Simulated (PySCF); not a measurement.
## Run report: C4H7NO2Si, NMR shielding calculation

C4H7NO2Si, SMILES CCC(=O)O[SiH2]C#N, computed with GIAO PBE0/pcSseg-1 NMR shielding, non-relativistic, IEF-PCM water (PySCF 2.14.0).

The geometry comes from this level: GFN2-xTB. It belongs to a series of runs on one base structure; here: solvent water; PBE0/pcSseg-1; conv 1e-06. Figures and captions count atoms from 1; the log counts them from 0 in places.

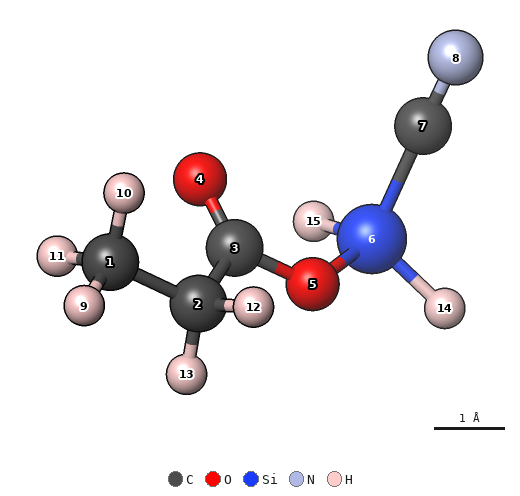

*The structure (ball-and-stick view, seen at a tilt; atoms are numbered from 1 in the order of the input).*

Results in brief

| quantity | value |
| --- | --- |
| outcome | converged |
| total energy | −650.806290 hartree |
| HOMO | −8.58 eV |
| LUMO | −1.02 eV |
| dipole moment | 5.74 D |
| isotropic shielding, C | 3.1 to 176.8 ppm |
| isotropic shielding, O | −94.8 to 145.2 ppm |
| isotropic shielding, Si | 408.1 ppm |
| isotropic shielding, N | −74.1 ppm |
| isotropic shielding, H | 26.4 to 30.6 ppm |
| hardware | 1 CPU thread, shared host |
| wall time | 18 s |
| peak memory | 1 GiB |

Notes

Settings chosen away from the usual ones: solvent water; PBE0/pcSseg-1; conv 1e-06.

Input
```
{"job": {"kind": "nmr", "xc": "PBE0", "basis": "pcSseg-1", "solvent": "water", "pop": true, "scf": {"conv": 1e-06}}, "charge": 0, "multiplicity": 1}
C     -2.550117     0.587672     0.166485
C     -1.477568    -0.476816    -0.014075
C     -0.111782     0.122017    -0.216660
O      0.149881     1.290564    -0.256666
O      0.831188    -0.817350    -0.363341
Si     2.442810    -0.506127    -0.569010
C      3.117040     0.243803     1.006215
N      3.536165     0.686125     1.975450
H     -3.528329     0.124266     0.263434
H     -2.348092     1.177683     1.056370
H     -2.560805     1.260197    -0.687116
H     -1.424161    -1.133756     0.857617
H     -1.691957    -1.109518    -0.879323
H      2.925234    -1.871558    -0.705218
H      2.686078     0.430785    -1.656075
```

The first line tells a small driver script what to run in PySCF; the rest is the geometry in Å.

Run as:
```bash
OMP_NUM_THREADS=1 python <driver script> task.json out
```

What the program printed
```
final grid: 127776 points
cycle   1  E = -650.6284192678  dE =  1.110e+00  |g| = 9.728e-01  |ddm| = 3.518e+00
cycle   2  E = -650.3252948094  dE =  3.031e-01  |g| = 1.602e+00  |ddm| = 1.598e+00
cycle   3  E = -650.7959338234  dE = -4.706e-01  |g| = 2.278e-01  |ddm| = 1.077e+00
cycle   4  E = -650.8052161213  dE = -9.282e-03  |g| = 7.574e-02  |ddm| = 1.715e-01
cycle   5  E = -650.8061320934  dE = -9.160e-04  |g| = 2.674e-02  |ddm| = 5.248e-02
cycle   6  E = -650.8062774375  dE = -1.453e-04  |g| = 8.003e-03  |ddm| = 2.022e-02
cycle   7  E = -650.8062887488  dE = -1.131e-05  |g| = 2.909e-03  |ddm| = 5.518e-03
cycle   8  E = -650.8062903571  dE = -1.608e-06  |g| = 4.845e-04  |ddm| = 1.873e-03
cycle   9  E = -650.8062904106  dE = -5.349e-08  |g| = 1.258e-04  |ddm| = 4.940e-04
converged SCF energy = -650.8062904106

GIAO shielding tensors (ppm)
atom      isotropic    diamagn.    paramagn.     s11        s22        s33       span
  0 C      176.841     246.653     -69.812    169.175    175.657    185.691     16.516
  1 C      154.932     250.824     -95.892    138.758    144.858    181.182     42.424
  2 C        3.097     253.599    -250.502   -102.583     41.667     70.207    172.790
  3 O      -94.815     406.190    -501.005   -364.653   -213.108    293.316    657.969
  4 O      145.174     401.925    -256.751      0.504    206.369    228.650    228.147
  5 Si     408.103     879.741    -471.639    353.976    424.649    445.683     91.708
  6 C       58.859     262.719    -203.861    -57.243    -53.537    287.356    344.599
  7 N      -74.054     339.821    -413.875   -264.477   -257.666    299.982    564.460
  8 H       30.563      27.251       3.312     25.803     27.883     38.003     12.200
  9 H       30.484      30.152       0.333     26.371     28.650     36.431     10.060
 10 H       30.478      29.625       0.853     26.331     28.693     36.409     10.078
 11 H       28.905      31.266      -2.362     24.140     29.184     33.390      9.250
 12 H       28.904      30.342      -1.438     24.035     29.201     33.476      9.441
 13 H       26.798      27.514      -0.716     23.158     25.239     31.996      8.838
 14 H       26.377      27.999      -1.622     23.472     24.525     31.135      7.663
```

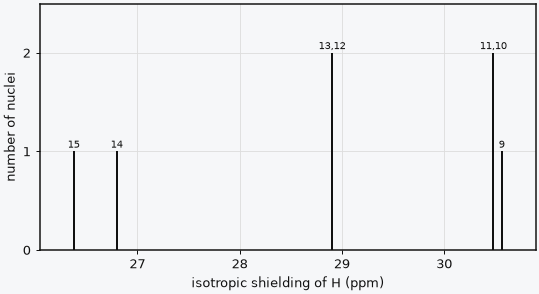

*Isotropic shieldings of the hydrogen nuclei in this fixed geometry, labelled by atom number; shielding grows to the right, so chemical shift grows to the left.*

The least shielded is H15 (26.4 ppm), the most shielded H9 (30.6 ppm).

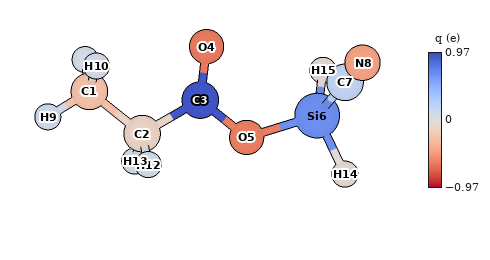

*ESP-fitted charges, as the colour of each atom (ball-and-stick view, seen at a tilt; atoms are numbered from 1 in the order of the input).*

By element: C −0.26 to +0.92, O −0.62 to −0.61, Si +0.65, N −0.44 and H −0.06 to +0.10 e.
